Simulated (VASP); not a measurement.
# A VASP study of MgH2 (AM05): structure first, properties next

What structure does MgH2 take at this level, and what are its properties? The steps: full relaxation (AM05), second relaxation, density, ELF and potential (AM05), band structure (AM05), density of states (AM05), zone-centre phonons (AM05), volume scan with AM05 and fit for AM05. The start is a cell from a database of measured crystal structures.

Method: AM05; plane waves and PAW (Mg, H), in VASP 6.6.1.

### Step 1. The structure

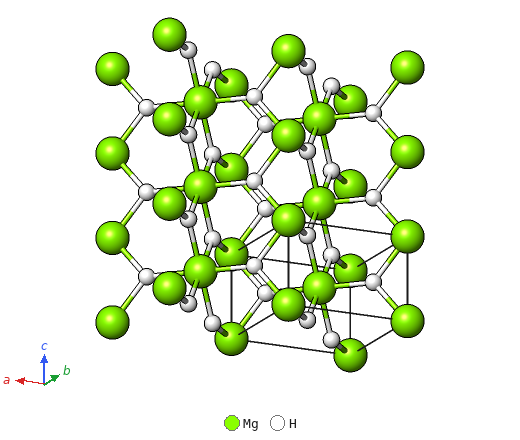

The cell as given, from a free direction (magnesium green, hydrogen white). 2×1×3 cells are drawn. Some periodic images of atoms are drawn too.

### Step 2. Full relaxation (AM05)

Properties are meant for the cell that this level of theory prefers, so cell and atoms are relaxed first (ISIF = 3) until forces and stress are small; EDIFFG sets the threshold. AM05 is built from the electron gas and the surface model, and does well on lattice constants.

The input, INCAR:

```
SYSTEM = MgH2
PREC = Accurate
ENCUT = 400
EDIFF = 1E-06
NELM = 100
ISMEAR = 0
SIGMA = 0.05
LREAL = .FALSE.
ALGO = Normal
GGA = AM
NBANDS = 10
LORBIT = 11
LWAVE = .FALSE.
LCHARG = .FALSE.
KPAR = 4
IBRION = 2
NSW = 60
ISIF = 3
EDIFFG = -0.01
```

The input, POSCAR:

```
MgH2
1.0
    4.5168000000      0.0000000000      0.0000000000
    0.0000000000      4.5168000000      0.0000000000
    0.0000000000      0.0000000000      3.0205000000
Mg H
2 4
Direct
    0.0000000000      0.0000000000      0.0000000000
    0.5000000000      0.5000000000      0.5000000000
    0.3060000000      0.3060000000      0.0000000000
    0.1940000000      0.8060000000      0.5000000000
    0.6940000000      0.6940000000      0.0000000000
    0.8060000000      0.1940000000      0.5000000000
```

The input, KPOINTS:

```
Automatic mesh
0
Gamma
5 5 7
0 0 0
```

PAW data sets: Mg and H (PBE family, release 64).

Launch:

```bash
$ mpirun -np 4 vasp_std
```

Output:

```text
[banner, memory and clock lines left out]
running    4 mpi-ranks, on    1 nodes
 distrk:  each k-point on    1 cores,    4 groups
 distr:  one band on    1 cores,    1 groups

 POSCAR found type information on POSCAR MgH
 POSCAR found :  2 types and       6 ions
|                                                                             |
|               ----> ADVICE to this user running VASP <----                  |
|                                                                             |
|     You enforced a specific xc type in the INCAR file but a different       |
|     [... a line on the potential file left out ...]
|     I HOPE YOU KNOW WHAT YOU ARE DOING!                                     |
|                                                                             |

 LDA part: xc-table for (Slater+PW92), standard interpolation
 POSCAR, INCAR and KPOINTS ok, starting setup
 FFT: planning ... GRIDC
 FFT: planning ... GRID_SOFT
 FFT: planning ... GRID
 WAVECAR not read
 entering main loop
       N       E                     dE             d eps       ncg     rms          rms(c)
DAV:   1    -0.236621823874E+01   -0.23662E+01   -0.26964E+03   480   0.488E+02
DAV:   2    -0.176275685678E+02   -0.15261E+02   -0.14874E+02   568   0.705E+01
DAV:   3    -0.183042531801E+02   -0.67668E+00   -0.67617E+00   634   0.163E+01
DAV:   4    -0.183063974358E+02   -0.21443E-02   -0.21442E-02   584   0.961E-01
DAV:   5    -0.183064153590E+02   -0.17923E-04   -0.17923E-04   572   0.891E-02    0.597E+00
DAV:   6    -0.175084825442E+02    0.79793E+00   -0.55827E-01   514   0.377E+00    0.310E+00
DAV:   7    -0.172354705052E+02    0.27301E+00   -0.74552E-01   532   0.473E+00    0.471E-01
DAV:   8    -0.172430268084E+02   -0.75563E-02   -0.18072E-02   520   0.880E-01    0.646E-02
DAV:   9    -0.172430068881E+02    0.19920E-04   -0.35427E-04   624   0.123E-01    0.201E-02
DAV:  10    -0.172430445538E+02   -0.37666E-04   -0.66866E-05   514   0.556E-02    0.102E-02
DAV:  11    -0.172430426174E+02    0.19364E-05   -0.56674E-06   556   0.111E-02    0.190E-03
DAV:  12    -0.172430426321E+02   -0.14689E-07   -0.24690E-07   300   0.350E-03
   1 F= -.17243043E+02 E0= -.17243043E+02  d E =-.172430E+02
 curvature:   0.00 expect dE= 0.000E+00 dE for cont linesearch  0.000E+00
 trial: gam= 0.00000 g(F)=  0.624E-03 g(S)=  0.336E-02 ort = 0.000E+00 (trialstep = 0.100E+01)
 search vector abs. value=  0.399E-02
 bond charge predicted
       N       E                     dE             d eps       ncg     rms          rms(c)
DAV:   1    -0.172462626114E+02   -0.32200E-02   -0.16930E-02   504   0.975E-01    0.590E-02
DAV:   2    -0.172462129867E+02    0.49625E-04   -0.15705E-04   548   0.843E-02    0.335E-02
DAV:   3    -0.172461866631E+02    0.26324E-04   -0.62399E-05   556   0.373E-02    0.300E-03
DAV:   4    -0.172461866287E+02    0.34478E-07   -0.16866E-06   474   0.822E-03
   2 F= -.17246187E+02 E0= -.17246187E+02  d E =-.314400E-02
[...]
3 F= -.17247695E+02 E0= -.17247695E+02  d E =-.465212E-02
[...]
4 F= -.17247696E+02 E0= -.17247696E+02  d E =-.465356E-02
[...]
5 F= -.17247927E+02 E0= -.17247927E+02  d E =-.230901E-03
 trial-energy change:   -0.000231  1 .order   -0.000230   -0.000302   -0.000158
 step:   2.6395(harm=  2.6395)  dis= 0.00257  next Energy=   -17.248013 (dE=-0.317E-03)
 bond charge predicted
       N       E                     dE             d eps       ncg     rms          rms(c)
DAV:   1    -0.172480328317E+02   -0.10579E-03   -0.71538E-03   544   0.588E-01    0.296E-02
DAV:   2    -0.172480207314E+02    0.12100E-04   -0.59726E-05   512   0.553E-02    0.173E-02
DAV:   3    -0.172480127999E+02    0.79315E-05   -0.16918E-05   568   0.194E-02    0.121E-03
DAV:   4    -0.172480128603E+02   -0.60450E-07   -0.31713E-07   288   0.407E-03
   6 F= -.17248013E+02 E0= -.17248013E+02  d E =-.316667E-03
 curvature:  -1.40 expect dE=-0.916E-06 dE for cont linesearch -0.671E-08
 trial: gam= 0.00568 g(F)=  0.291E-06 g(S)=  0.365E-06 ort =-0.110E-05 (trialstep = 0.154E+01)
 search vector abs. value=  0.651E-06
 reached required accuracy - stopping structural energy minimisation
```

Elapsed: 9 s, on 4 MPI ranks of Intel Xeon Platinum 8559C (Emerald Rapids), shared host; peak memory 0.56 GiB; 33 s of CPU time.

The logs omit lines about the potential files and the build; timing stands in the text.

OUTCAR, selected parts (step 2):

```text
ion  position               nearest neighbor table
   1  0.000  0.000  0.000-   4 1.95   6 1.95   4 1.95   6 1.95   5 1.95   3 1.95   2 3.53   2 3.53
                             2 3.53   2 3.53   2 3.53   2 3.53   2 3.53   2 3.53
   2  0.500  0.500  0.500-   3 1.95   5 1.95   3 1.95   5 1.95   4 1.95   6 1.95   1 3.53   1 3.53
                             1 3.53   1 3.53   1 3.53   1 3.53   1 3.53   1 3.53
   3  0.306  0.306  0.000-   2 1.95   2 1.95   1 1.95
   4  0.194  0.806  0.500-   1 1.95   1 1.95   2 1.95
   5  0.694  0.694  0.000-   2 1.95   2 1.95   1 1.95
   6  0.806  0.194  0.500-   1 1.95   1 1.95   2 1.95

  LATTYP: Found a simple tetragonal cell.
 ALAT       =     4.5168000000
 C/A-ratio  =     0.6687256465

 Subroutine GETGRP returns: Found 16 space group operations
 (whereof  8 operations were pure point group operations)

The static configuration has the point symmetry D_2h.
 The point group associated with its full space group is D_4h.

 Found     24 irreducible k-points:

   k-points           NKPTS =     24   k-points in BZ     NKDIM =     24   number of bands    NBANDS=     10

   dimension x,y,z NGX =    30 NGY =   30 NGZ =   20
   dimension x,y,z NGXF=    60 NGYF=   60 NGZF=   40

   ENCUT  =  400.0 eV  29.40 Ry    5.42 a.u.   7.37  7.37  4.93*2*pi/ulx,y,z

   NELECT =       8.0000    total number of electrons

 k-points in reciprocal lattice and weights: Automatic mesh
   0.00000000  0.00000000  0.00000000       0.006
   0.20000000  0.00000000  0.00000000       0.023
   0.40000000  0.00000000  0.00000000       0.023
   0.20000000  0.20000000  0.00000000       0.023
   0.40000000  0.20000000  0.00000000       0.046
   0.40000000  0.40000000  0.00000000       0.023
   0.00000000  0.00000000  0.14285714       0.011
   0.20000000  0.00000000  0.14285714       0.046
   0.40000000  0.00000000  0.14285714       0.046
[...]
0.40000000  0.20000000  0.42857143       0.091
   0.40000000  0.40000000  0.42857143       0.046

 average (electrostatic) potential at core
       1 -39.5378       2 -39.5378       3 -33.5424       4 -33.5424       5 -33.5424
       6 -33.5424

 E-fermi :  -0.1653

 k-point     1 :       0.0000    0.0000    0.0000
  band No.  band energies     occupation
      1      -7.0234      2.00000
      2      -1.8976      2.00000
      3      -1.8976      2.00000
      4      -0.8471      2.00000
      5       4.0742      0.00000
      6       4.5698      0.00000
      7       8.6880      0.00000
      8       8.6880      0.00000
      9      10.4344      0.00000
    ...

 k-point     2 :       0.2000    0.0000    0.0000
  band No.  band energies     occupation
      1      -6.7527      2.00000
      2      -3.0867      2.00000
      3      -1.7151      2.00000
      4      -0.4398      2.00000
      5       4.1880      0.00000
      6       5.3460      0.00000
      7       7.0910      0.00000
      8       9.3445      0.00000
      9      10.9531      0.00000
    ...

 k-point     3 :       0.4000    0.0000    0.0000
  band No.  band energies     occupation
      1      -5.9559      2.00000
      2      -4.6835      2.00000
      3      -1.2215      2.00000
      4      -0.6330      2.00000
      5       4.3519      0.00000
      6       5.3820      0.00000
      7       8.0011      0.00000
      8      10.5988      0.00000
      9      11.1728      0.00000
    ...

  Total       -0.0033172     -0.0033172      0.0048363      0.0000000      0.0000000      0.0000000
  in kB       -0.0880005     -0.0880005      0.1283013      0.0000000      0.0000000      0.0000000
  external PRESSURE =      -0.0158999 kB  Pullay stress =       0.0000000 kB

  energy-cutoff  :      400.00
  volume of cell :       60.39
      direct lattice vectors                 reciprocal lattice vectors
     4.481611377  0.000000000  0.000000000     0.223134028  0.000000000  0.000000000
    -0.000000000  4.481611377  0.000000000    -0.000000000  0.223134028  0.000000000
     0.000000000  0.000000000  3.006963391     0.000000000  0.000000000  0.332561415

 POSITION                                       TOTAL-FORCE (eV/Angst)
 -----------------------------------------------------------------------------------
      0.00000      0.00000      0.00000         0.000000      0.000000     -0.000000
      2.24081      2.24081      1.50348         0.000000      0.000000     -0.000000
      1.36437      1.36437      0.00000         0.000868      0.000868      0.000000
      0.87643      3.60518      1.50348        -0.000868      0.000868      0.000000
      3.11724      3.11724      0.00000        -0.000868     -0.000868     -0.000000
      3.60518      0.87643      1.50348         0.000868     -0.000868     -0.000000
 -----------------------------------------------------------------------------------
    total drift:                               -0.000000      0.000000      0.000000

  FREE ENERGIE OF THE ION-ELECTRON SYSTEM (eV)
  ---------------------------------------------------
  free  energy   TOTEN  =       -17.2480128603 eV

  energy  without entropy=      -17.2480128603  energy(sigma->0) =      -17.24801286

 reached required accuracy - stopping structural energy minimisation

 total charge
# of ion       s       p       d       tot
------------------------------------------
    1        0.153   0.154   0.041   0.348
    2        0.153   0.154   0.041   0.348
    3        0.561   0.002   0.000   0.564
    4        0.561   0.002   0.000   0.564
    5        0.561   0.002   0.000   0.564
    6        0.561   0.002   0.000   0.564
--------------------------------------------------
tot          2.552   0.317   0.081   2.950

[... 3 further parts left out ...]
```

The gap is read on the k-mesh alone, so it is an upper bound where the band edges lie off the mesh. The PAW data sets were made with PBE, which is usual practice but a small mismatch for other functionals. The run keeps the 16 symmetry operations of its start, so it cannot find a distortion of lower symmetry.

Relaxation path:

```
step  energy less that of the first step (eV)  largest force (eV/Å)  pressure (GPa)  volume (Å³)
   1                                   0.0000                0.0569           -0.97        61.62
   2                                  -0.0031                0.0437           -0.52        61.07
   3                                  -0.0047                0.0248            0.10        60.33
   4                                  -0.0047                0.0252            0.09        60.35
   5                                  -0.0049                0.0127            0.04        60.37
   6                                  -0.0050                0.0012            0.00        60.39
```

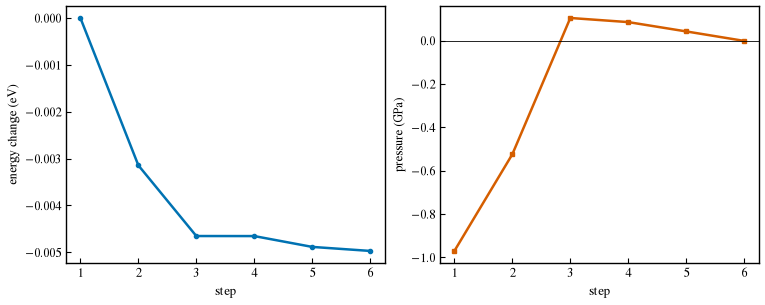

Energy and pressure along the relaxation.

```
conventional cell, symmetrised  before  after  change
                         a (Å)   4.517  4.482  -0.8 %
                         b (Å)   4.517  4.482  -0.8 %
                         c (Å)   3.021  3.007  -0.4 %
              volume (Å³/atom)   10.27  10.07  -2.0 %
```

The relaxed structure:

```xyz
6
Lattice="4.4816 0.0000 0.0000 0.0000 4.4816 0.0000 0.0000 0.0000 3.0070" Properties=species:S:1:pos:R:3 pbc="T T T"
Mg    0.0000    0.0000    0.0000
Mg    2.2408    2.2408    1.5035
H     1.3644    1.3644    0.0000
H     0.8764    3.6052    1.5035
H     3.1172    3.1172    0.0000
H     3.6052    0.8764    1.5035
```

A gap read on the k-mesh alone can miss the band edges.

This step gave:

```yaml
electrons: 8
bands: 10
irreducible_k_points: 24
symmetry_operations: 16
free_energy_toten: -17.25 eV
fermi_energy: -0.1653 eV
pressure: -0.001590 GPa
metallic: no
valence_top_at_k: 0.2, 0, 0
conduction_bottom_at_k: 0.4, 0.4, 0.4286
least_direct_gap_at_k: 0.2, 0, 0
scf_cycles_over_all_ionic_steps: 30
gap_on_the_k_mesh: 3.741 eV
least_direct_gap_on_the_k_mesh: 4.628 eV
```

It ends with a largest force of 0.001 eV/Å and a pressure of 0.00 GPa. The volume lies -2.0 % from that of the database's start, which holds the thermal and zero-point expansion of its experiment.

### Step 3. Second relaxation

The basis stayed that of the start cell while the cell moved. A rerun from the cell reached resets it; the error of the finite cutoff stays.

INCAR is that of step 2.

The input, POSCAR:

```
MgH2
1.0
    4.4816113774      0.0000000000      0.0000000000
    0.0000000000      4.4816113774      0.0000000000
    0.0000000000      0.0000000000      3.0069633913
Mg H
2 4
Direct
    0.0000000000      0.0000000000      0.0000000000
    0.5000000000      0.5000000000      0.5000000000
    0.3044375503      0.3044375503      0.0000000000
    0.1955624497      0.8044375503      0.5000000000
    0.6955624497      0.6955624497      0.0000000000
    0.8044375503      0.1955624497      0.5000000000
```

KPOINTS is that of step 2.

Launch:

```bash
$ mpirun -np 4 vasp_std
```

Output:

```text
[banner, memory and clock lines left out]
running    4 mpi-ranks, on    1 nodes
 distrk:  each k-point on    1 cores,    4 groups
 distr:  one band on    1 cores,    1 groups

 POSCAR found type information on POSCAR MgH
 POSCAR found :  2 types and       6 ions
 [... a notice as in an earlier step ...]

 LDA part: xc-table for (Slater+PW92), standard interpolation
 POSCAR, INCAR and KPOINTS ok, starting setup
 FFT: planning ... GRIDC
 FFT: planning ... GRID_SOFT
 FFT: planning ... GRID
 WAVECAR not read
 entering main loop
       N       E                     dE             d eps       ncg     rms          rms(c)
DAV:   1    -0.197362880411E+01   -0.19736E+01   -0.28214E+03   496   0.492E+02
DAV:   2    -0.176180597192E+02   -0.15644E+02   -0.14455E+02   592   0.718E+01
DAV:   3    -0.183042302404E+02   -0.68617E+00   -0.68557E+00   600   0.165E+01
DAV:   4    -0.183068752264E+02   -0.26450E-02   -0.26449E-02   594   0.111E+00
DAV:   5    -0.183068994024E+02   -0.24176E-04   -0.24176E-04   588   0.104E-01    0.601E+00
DAV:   6    -0.175113204243E+02    0.79558E+00   -0.55057E-01   526   0.376E+00    0.313E+00
DAV:   7    -0.172367463391E+02    0.27457E+00   -0.74441E-01   520   0.474E+00    0.468E-01
DAV:   8    -0.172440755729E+02   -0.73292E-02   -0.17653E-02   522   0.871E-01    0.666E-02
DAV:   9    -0.172440418602E+02    0.33713E-04   -0.35231E-04   636   0.122E-01    0.199E-02
DAV:  10    -0.172440769534E+02   -0.35093E-04   -0.62975E-05   518   0.545E-02    0.102E-02
DAV:  11    -0.172440750174E+02    0.19360E-05   -0.55623E-06   550   0.111E-02    0.184E-03
DAV:  12    -0.172440750276E+02   -0.10151E-07   -0.21789E-07   296   0.335E-03
   1 F= -.17244075E+02 E0= -.17244075E+02  d E =-.172441E+02
 curvature:   0.00 expect dE= 0.000E+00 dE for cont linesearch  0.000E+00
 trial: gam= 0.00000 g(F)=  0.278E-06 g(S)=  0.366E-05 ort = 0.000E+00 (trialstep = 0.100E+01)
 search vector abs. value=  0.394E-05
 reached required accuracy - stopping structural energy minimisation
```

Wall time 3.4 s (4 MPI ranks); peak memory 0.52 GiB.

Parts of OUTCAR (step 3):

```text
  LATTYP: Found a simple tetragonal cell.
 ALAT       =     4.4816113774
 C/A-ratio  =     0.6709558545

 Found     24 irreducible k-points:

   ENCUT  =  400.0 eV  29.40 Ry    5.42 a.u.   7.31  7.31  4.90*2*pi/ulx,y,z

   NELECT =       8.0000    total number of electrons

 E-fermi :  -0.1641

 k-point     1 :       0.0000    0.0000    0.0000
  band No.  band energies     occupation
      1      -7.0227      2.00000
      2      -1.8967      2.00000
      3      -1.8967      2.00000
      4      -0.8459      2.00000
      5       4.0741      0.00000
      6       4.5701      0.00000
      7       8.6881      0.00000
      8       8.6881      0.00000
      9      10.4343      0.00000
    ...

 k-point     2 :       0.2000    0.0000    0.0000
  band No.  band energies     occupation
      1      -6.7527      2.00000
      2      -3.0866      2.00000
      3      -1.7149      2.00000
      4      -0.4399      2.00000
      5       4.1878      0.00000
      6       5.3459      0.00000
      7       7.0909      0.00000
      8       9.3446      0.00000
      9      10.9530      0.00000
    ...

  Total       -0.0148782     -0.0148782     -0.0034842      0.0000000      0.0000000      0.0000000
  in kB       -0.3946973     -0.3946973     -0.0924307      0.0000000      0.0000000      0.0000000
  external PRESSURE =      -0.2939417 kB  Pullay stress =       0.0000000 kB

  energy-cutoff  :      400.00
  volume of cell :       60.39
      direct lattice vectors                 reciprocal lattice vectors
     4.481611377  0.000000000  0.000000000     0.223134028  0.000000000  0.000000000
     0.000000000  4.481611377  0.000000000     0.000000000  0.223134028  0.000000000
     0.000000000  0.000000000  3.006963391     0.000000000  0.000000000  0.332561415

 POSITION                                       TOTAL-FORCE (eV/Angst)
 -----------------------------------------------------------------------------------
      0.00000      0.00000      0.00000         0.000000      0.000000      0.000000
      2.24081      2.24081      1.50348         0.000000      0.000000      0.000000
      1.36437      1.36437      0.00000         0.000848      0.000848      0.000000
      0.87643      3.60518      1.50348        -0.000848      0.000848      0.000000
      3.11724      3.11724      0.00000        -0.000848     -0.000848      0.000000
      3.60518      0.87643      1.50348         0.000848     -0.000848      0.000000
 -----------------------------------------------------------------------------------
    total drift:                               -0.000000     -0.000000      0.000000

  FREE ENERGIE OF THE ION-ELECTRON SYSTEM (eV)
  ---------------------------------------------------
  free  energy   TOTEN  =       -17.2440750276 eV

  energy  without entropy=      -17.2440750276  energy(sigma->0) =      -17.24407503

[... 7 parts as in an earlier step ...]

[... 6 further parts left out ...]
```

CONTCAR:

```
MgH2
   1.00000000000000
     4.4816113774000002    0.0000000000000000    0.0000000000000000
     0.0000000000000000    4.4816113774000002    0.0000000000000000
     0.0000000000000000    0.0000000000000000    3.0069633912999998
  Mg              H
     2     4
Direct
     0.0000000000000000    0.0000000000000000    0.0000000000000000
     0.5000000000000000    0.5000000000000000    0.5000000000000000
     0.3044375503000012    0.3044375503000012    0.0000000000000000
     0.1955624496999988    0.8044375503000012    0.5000000000000000
     0.6955624496999988    0.6955624496999988    0.0000000000000000
     0.8044375503000012    0.1955624496999988    0.5000000000000000
```

Little changed from the start: no atom moved by 0.005 Å and no cell edge by 0.1 %.

This step gave:

```
free energy (TOTEN)             : -17.24 eV
Fermi energy                    : -0.1641 eV
pressure                        : -0.02939 GPa
SCF cycles over all ionic steps : 12
```

It ends with a largest force of 0.001 eV/Å and a pressure of -0.03 GPa. The volume moved by under 0.01 %: the run met its threshold at the first step.

(Part 1 of 5 ends here.)

[Lines on the potential files, build, host, timing and source positions are cut from VASP's logs without a mark.]

[Logs are printed without paths, hosts, clocks, repeated set-up lines and the standing remarks that a program may print on its own settings, such as how far it seeks lower states.]

[Hosts, paths, dates, database ids (printed as entryN), source tags and the programs' standing remarks are cut or masked in the printed files.]

[A measured line is paired with the nearest computed mode of its activity, which favours agreement.]
